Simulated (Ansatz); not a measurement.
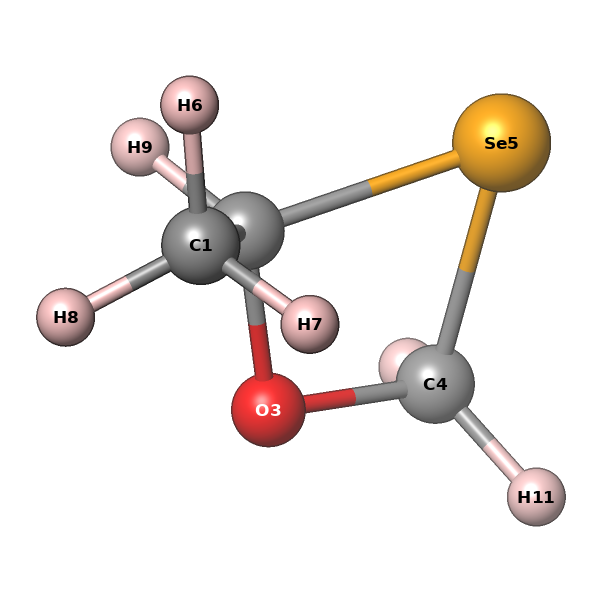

C2 lies behind C1. The molecule seen a little off the C1–C2 bond, C1 in front. Atoms fade into the background with distance from the viewer. The computed structure is the end point of a PBE0-D4/def2-TZVP optimisation. No frequency run is at hand to confirm it as a minimum.

What is the torsion angle H6–C1–C2–Se5? The sign is positive where the front bond must turn clockwise to cover the back bond.

Answer. 71°, synclinal (gauche). The bonds about C1–C2 are staggered.
